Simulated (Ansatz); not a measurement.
A series of calculations on CH5ClNPSi

### Relaxation

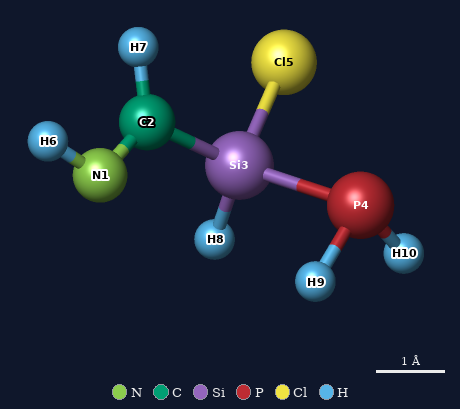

This is the input geometry for a relaxation of CH5ClNPSi. The picture is a ball-and-stick view, seen from a free direction.

The run prepares an end point of a later path (torsion) calculation, from a guessed geometry.

Computed with RKS B3LYP/6-31G (Ansatz).

Input
```yaml
crystal:
  periodic: [false, false, false]
  atoms:
    - { symbol: "N", position_ang: [-1.8236, 0.873, 0.5864] }
    - { symbol: C, position_ang: [-0.6442, 0.7893, 0.9472] }
    - { symbol: Si, position_ang: [0.666, 0.25, -0.2557] }
    - { symbol: P, position_ang: [0.6428, -1.9313, -0.6071] }
    - { symbol: Cl, position_ang: [2.5467, 0.6357, 0.5478] }
    - { symbol: H, position_ang: [-2.4543, 1.2369, 1.3657] }
    - { symbol: H, position_ang: [-0.3101, 1.0024, 1.9908] }
    - { symbol: H, position_ang: [0.6883, 0.9625, -1.5612] }
    - { symbol: H, position_ang: [-0.6372, -1.8953, -1.2931] }
    - { symbol: H, position_ang: [1.4087, -1.9743, -1.718] }
basis:
  gaussian: { orbitals: "6-31G" }
hamiltonian:
  xc: b3lyp
relax:
  f_tol: 0.015
  max_steps: 40
```

Launched with:
```bash
ansatz run input.yaml --threads 1 --pin off --max-ram 2048MiB --backend cpu --events-out ev --progress --plain --runs-dir out
```

Where does the relaxation end?

After 7 accepted moves (8 points after the start) the energy has fallen by 13.1 kcal/mol. Largest force component: 4.3 eV/Å at the start, 0.0062 eV/Å at the end. The line search rejected the trial step at point 3 of the run. The largest move after the best rigid fit is that of H8, 0.18 Å. By element the largest moves are H 0.18 Å, P 0.15 Å, Cl 0.15 Å, C 0.09 Å, Si 0.05 Å, N 0.02 Å. Some distances before and after: Si3–P4 2.210 → 2.339 Å, Si3–Cl5 2.081 → 2.208 Å, P4–H10 1.350 → 1.450 Å, C2–Si3 1.859 → 1.913 Å. Among the angles between lasting bonds that change: P4–Si3–H8 109.5° → 115.9°, C2–Si3–H8 116.1° → 110.9°, N1–C2–Si3 120.2° → 115.5°. The run took 53 s on 1 thread of Arm Neoverse V1 (shared host), peak memory 0.19 GiB.

Step by step:

```tsv
step	E − E(0), kcal/mol	largest force component, eV/Å	note
0	0.00	4.2925	
1	-10.17	0.9287	
2	-11.54	0.8673	
3	-11.42	1.2486	rejected
4	-12.97	0.2867	
5	-13.07	0.1610	
6	-13.09	0.1063	
7	-13.10	0.0351	
8	-13.10	0.0062
```

The structure at the end:

```xyz
10

N    -1.8188    0.8825    0.5975
C    -0.6033    0.8359    1.0122
Si    0.6890    0.2776   -0.2837
P     0.5367   -2.0361   -0.5894
Cl    2.6749    0.6953    0.5865
H    -2.5129    1.1735    1.3040
H    -0.2694    1.0732    2.0309
H     0.5928    1.1084   -1.5260
H    -0.6548   -1.9637   -1.4145
H     1.4489   -2.0976   -1.7147
```

The end point in the same view:

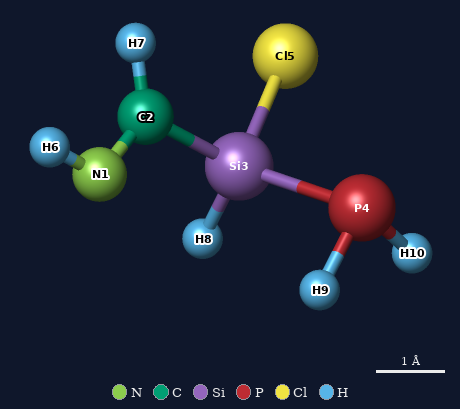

### Relaxation

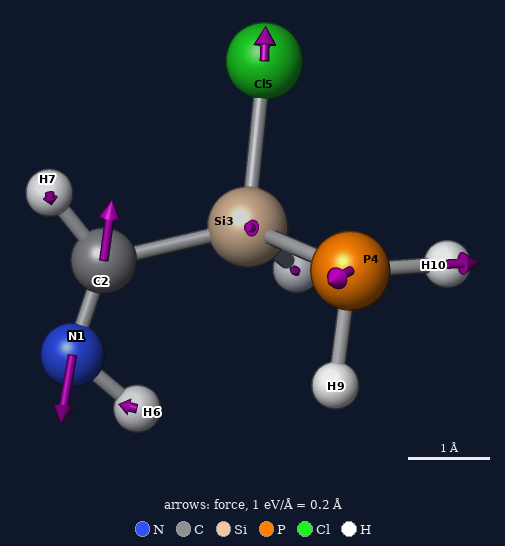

Starting geometry of CH5ClNPSi with the computed forces as purple arrows. The picture is a ball-and-stick view, seen at a tilt.

The run prepares an end point of a later path (torsion) calculation, from a guessed geometry.

The calculation used RKS B3LYP/6-31G in Ansatz. Set-up: no spin polarisation; force threshold 0.015 eV/Å; at most 40 steps.

Question: What follows when this structure is relaxed?

Answer: It isn't relaxed: the largest force vector, on the N atom, is 4.39 eV/Å. The final displacements have little in common with the starting forces (cosine between the two patterns 0.06). After 24 geometry steps the energy has fallen by 0.716 eV. The largest force component goes from 4.3 to 0.011 eV/Å. An H atom moves most after the best rigid fit: 1.20 Å. Largest moves by element: H 1.20 Å, N 0.52 Å, Cl 0.40 Å, P 0.33 Å, C 0.19 Å, Si 0.16 Å. Some distances before and after: P–Si 2.210 → 2.342 Å, Cl–Si 2.081 → 2.206 Å, H–P 1.350 → 1.449 Å, C–Si 1.859 → 1.925 Å. Among the angles between lasting bonds that change: C–Si–H 116.1° → 107.5°, P–Si–H 109.5° → 116.3°, N–C–H 123.1° → 117.0°. Groups turn about C–Si by about 50°. Cost: 2.3 min on 1 thread of Arm Neoverse V1, with other jobs on the host, peak memory 0.19 GiB.

### Path

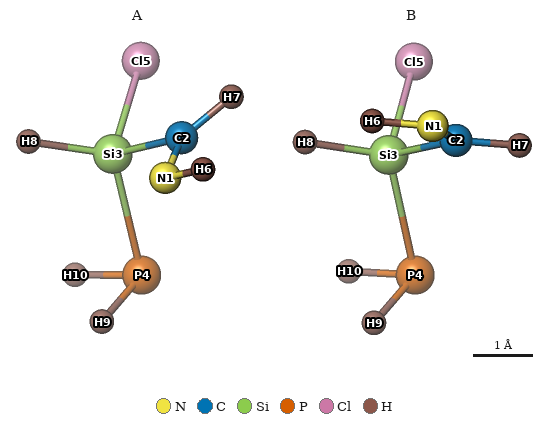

The two relaxed end points of a path for CH$_{5}$ClNPSi. A ball-and-stick model, seen from a free direction.

Level of theory: Ansatz 0.2.0, RKS B3LYP/6-31G.

Run with 7 movable images; climbing image; force threshold 0.05 eV/Å; iteration limit 56.

Start:
```xyz
10

N    -1.8185    0.8831    0.5975
C    -0.6031    0.8360    1.0123
Si    0.6891    0.2774   -0.2836
P     0.5360   -2.0362   -0.5897
Cl    2.6751    0.6943    0.5868
H    -2.5126    1.1741    1.3039
H    -0.2692    1.0730    2.0311
H     0.5933    1.1084   -1.5258
H    -0.6554   -1.9633   -1.4149
H     1.4484   -2.0979   -1.7149
```

End:
```xyz
10

N    -1.7286    1.3645    1.1706
C    -0.6906    0.6074    1.2366
Si    0.5255    0.2394   -0.2095
P     0.7473   -2.0663   -0.5566
Cl    2.5317    0.9813    0.3295
H    -1.8798    1.8130    0.2520
H    -0.4893    0.1234    2.1943
H     0.0787    1.0521   -1.3937
H    -0.5267   -2.2117   -1.2395
H     1.5148   -1.9543   -1.7809
```

Predict the minimum-energy path and its barrier.

Answer. Forward barrier 22.6 kcal/mol, backward barrier 21.6 kcal/mol, with image 3 at the top; the reaction energy is +1.0 kcal/mol. The motion is an in-plane inversion: the angle C2–N1–H6 opens from 115° to 178° on the way and closes on the other side (115° at the end). No bond forms or breaks between the ends. Bond angles that change up to the highest image, for instance: C2–N1–H6 115.2° → 178.3°, N1–C2–Si3 115.5° → 120.0°. The band is converged. At the top, the vibrational analysis gives one imaginary mode (1048i cm⁻¹), as a transition state must have.

Energies of the converged images:

```
image  path (Å)  E (kcal/mol)
    0      0.00           0.0
    1      0.40           0.3
    2      0.81           7.6
    3      1.21          22.6
    4      1.61           7.6
    5      2.02           1.8
    6      2.42           1.4
    7      2.83           1.1
    8      3.23           1.0
```

The geometry at the top of the path:

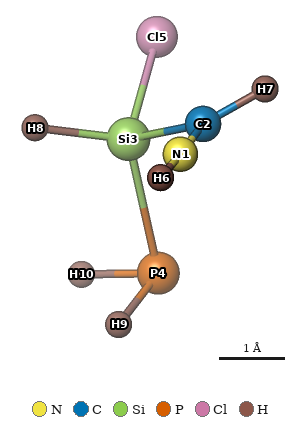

The run took 8.6 min on 1 thread of Arm Neoverse V1, on a shared host, peak memory 0.17 GiB.
